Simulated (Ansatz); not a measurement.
# Be3N2 (P-3m1): equation of state with a fit from a Python script

Where is the equilibrium volume of Be3N2 (P-3m1), and how stiff is it? The task is an equation of state with a fit, for Be3N2 (P-3m1).

Program: the Python package of Ansatz 0.2.0. Level of theory: DFT PBEsol, plane waves, PAW. These are calculated values, not measurements.

### 1 The system

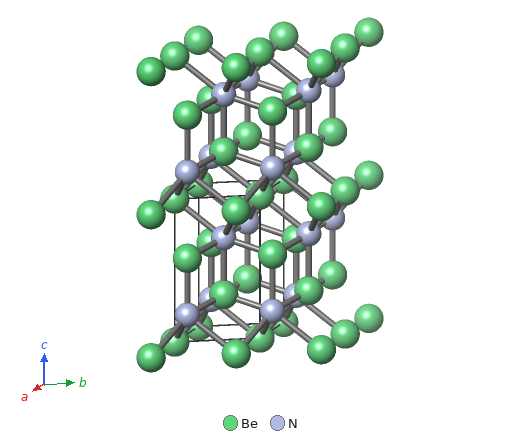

The structure that the script starts from, seen slightly off an axis (beryllium green, nitrogen light blue). 2×2×2 cells are drawn. Atoms on cell faces are repeated.

No structure file is read: the coordinates are typed or built in the script.

### 2 The script

eos.py

```python
"""Equation of state of Be3N2."""

import warnings

import ansatz as az
import numpy as np
from pymatgen.analysis.eos import EOS

SMEARING = "fixed"
ECUT = 450
MESH = (7, 7, 4)

vectors0 = np.array([
    [2.817778, 0.0, 0.0],
    [-1.408889, 2.440267, 0.0],
    [0.0, 0.0, 4.667022],
])
sites = [
    ("Be", (0.0, 0.0, 0.0)),
    ("Be", (2 / 3, 1 / 3, 0.649633)),
    ("Be", (1 / 3, 2 / 3, 0.350367)),
    ("N", (1 / 3, 2 / 3, 0.747058)),
    ("N", (2 / 3, 1 / 3, 0.252942)),
]


def crystal_on(cell):
    crystal = az.Crystal(lattice=az.Lattice.of(cell))
    for symbol, position in sites:
        crystal = crystal.atom(symbol, position)
    return crystal


def main() -> None:
    warnings.simplefilter("ignore", az.DeckWarning)

    # uniform scaling of the cell
    volumes, energies, pressures = [], [], []
    for scale in np.linspace(0.95, 1.07, 5):
        cell = vectors0 * scale ** (1 / 3)
        calculation = crystal_on(cell).calculation()
        calculation = calculation.occupations(SMEARING).functional(az.Functional.PBESOL)
        calculation = calculation.basis(ECUT)
        calculation = calculation.kpoints(*MESH)
        calculation = calculation.stress()
        data = calculation.run().report
        volumes.append(abs(np.linalg.det(cell)) / len(sites))
        energies.append(data["free_energy_ev"] / len(sites))
        pressures.append(np.trace(data["stress_gpa"]) / 3)
        print(f"V = {volumes[-1]:8.4f} A^3/atom  F = {energies[-1]:.5f} eV/atom  P = {pressures[-1]:8.3f} GPa")

    for form in ["vinet", "murnaghan", "birch_murnaghan"]:
        fit = EOS(eos_name=form).fit(volumes, energies)
        print(f"{form:18s} V0 {fit.v0:8.4f} A^3/atom  B0 {fit.b0_GPa:7.1f} GPa  B1 {fit.b1:5.2f}")


if __name__ == "__main__":
    main()
```

### 3 The input behind the calls

The engine receives this input (first run):

```yaml
crystal:
  lattice:
    - [2.7700098227201186, 0.0, 0.0]
    - [-1.3850049113600593, 2.398898550581258, 0.0]
    - [0.0, 0.0, 4.587904647864699]
  atoms:
    - { symbol: Be, position: [0.0, 0.0, 0.0] }
    - { symbol: Be, position: [0.6666666666666666, 0.3333333333333333, 0.649633] }
    - { symbol: Be, position: [0.3333333333333333, 0.6666666666666666, 0.350367] }
    - { symbol: "N", position: [0.3333333333333333, 0.6666666666666666, 0.747058] }
    - { symbol: "N", position: [0.6666666666666666, 0.3333333333333333, 0.252942] }
basis:
  ecutwfc: 450.0
kpoints:
  mp_grid:
    grid: [7, 7, 4]
hamiltonian:
  xc: pbesol
scf:
  occupations:
    method: fixed
output:
  stress: true
```

### 4 Launch

Started as:

```console
> python eos.py
```

Standard output:

```text
V =   6.0973 A^3/atom  F = -206.55632 eV/atom  P =    8.962 GPa
V =   6.2898 A^3/atom  F = -206.56228 eV/atom  P =    1.153 GPa
V =   6.4824 A^3/atom  F = -206.55949 eV/atom  P =   -5.626 GPa
V =   6.6749 A^3/atom  F = -206.54911 eV/atom  P =  -11.519 GPa
V =   6.8675 A^3/atom  F = -206.53211 eV/atom  P =  -16.638 GPa
vinet              V0   6.3207 A^3/atom  B0   233.0 GPa  B1  3.57
murnaghan          V0   6.3206 A^3/atom  B0   233.0 GPa  B1  3.68
birch_murnaghan    V0   6.3207 A^3/atom  B0   233.0 GPa  B1  3.59
```

Run time: 4.1 s. Hardware: 1 thread of AMD EPYC 7B13 (Zen 3), shared host; peak memory 0.45 GiB.

### 5 Inputs of later runs

The engine's inputs for some of the other runs:

Run 2, against run 1:

```diff
@@ -3,3 +3,3 @@
-    - [2.7700098227201186, 0.0, 0.0]
-    - [-1.3850049113600593, 2.398898550581258, 0.0]
-    - [0.0, 0.0, 4.587904647864699]
+    - [2.798866168430559, 0.0, 0.0]
+    - [-1.3994330842152796, 2.4238888756451127, 0.0]
+    - [0.0, 0.0, 4.635698760910592]
```

Run 3, against run 1:

```diff
@@ -3,3 +3,3 @@
-    - [2.7700098227201186, 0.0, 0.0]
-    - [-1.3850049113600593, 2.398898550581258, 0.0]
-    - [0.0, 0.0, 4.587904647864699]
+    - [2.827139457474661, 0.0, 0.0]
+    - [-1.4135697287373306, 2.4483742588924033, 0.0]
+    - [0.0, 0.0, 4.682527170381168]
```

Run 5, against run 1:

```diff
@@ -3,3 +3,3 @@
-    - [2.7700098227201186, 0.0, 0.0]
-    - [-1.3850049113600593, 2.398898550581258, 0.0]
-    - [0.0, 0.0, 4.587904647864699]
+    - [2.8820490415219018, 0.0, 0.0]
+    - [-1.4410245207609509, 2.495927347153511, 0.0]
+    - [0.0, 0.0, 4.773472673099736]
```

Lines on the test bed's own set-up are left out of the output.

### 6 The engine's runs

The 5 runs, in the order started:

```tsv
run	volume (Å³/atom)	energy from run 2 (meV/atom)	pressure (GPa)	gap on the mesh (eV)	SCF cycles	CPU time (s)
1	6.097	5.96	8.96	4.64	6	0.53
2	6.290	0.00	1.15	4.54	6	0.49
3	6.482	2.78	-5.63	4.45	6	0.48
4	6.675	13.17	-11.52	4.35	6	0.48
5	6.867	30.16	-16.64	4.26	6	0.49
```

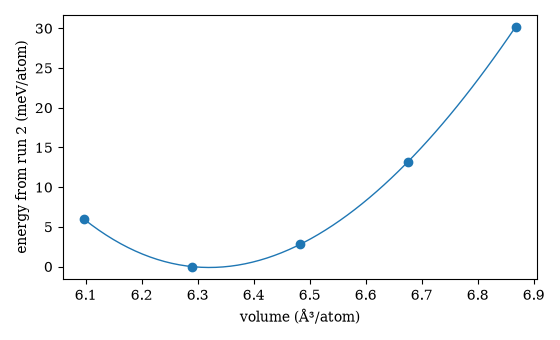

Energy against volume; the line is a third-order Birch-Murnaghan fit.

### 7 Summary of results

```
                      quantity           value
                 runs compared               5
               range of energy  30.16 meV/atom
lowest point, volume (Å³/atom)           6.290
      equilibrium volume (fit)    6.32 Å³/atom
            bulk modulus (fit)         233 GPa
```

**Reading.** A third-order Birch-Murnaghan fit through the 5 points has its minimum at 6.32 Å³ an atom, 1.5 % below the typed cell, with a bulk modulus of 233 GPa and dB/dP = 3.6. From that minimum the energy rises by 6.1 meV an atom on the compressed side and 30.3 meV on the expanded side. Caveats:
- Shape and fractional positions are held along the curve, so the bulk modulus is an upper value where they are free to relax.
- Pressure is positive in compression.
- This cell is a computed structure, which may not be the phase found in nature.
